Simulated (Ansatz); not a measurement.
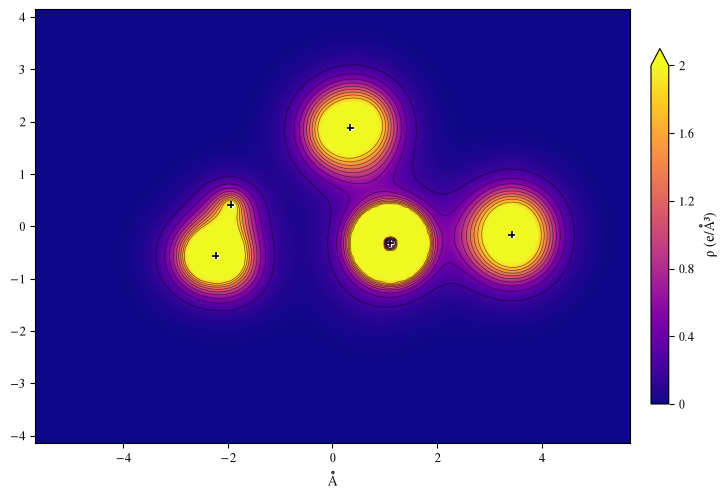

The electron density on a plane through atoms (crosses mark nuclei in the plane).

These are results of Ansatz 0.2.0, RKS PBE0-D4/def2-SVP, not measurements.

Candidates:
A. CH3ClGeOS
B. Cl3HSn···NH3

> Which system is this?

Candidate B: Cl3HSn···NH3 on the plane of atoms Cl3, Sn1 and Cl4, which holds Sn, Cl, N and H. Sn1···N7 (3.34 Å): the density falls to about 0.07 e/Å³ on the way. Sn–Cl (2.33 Å): ρ at the midpoint is about 0.56 e/Å³.
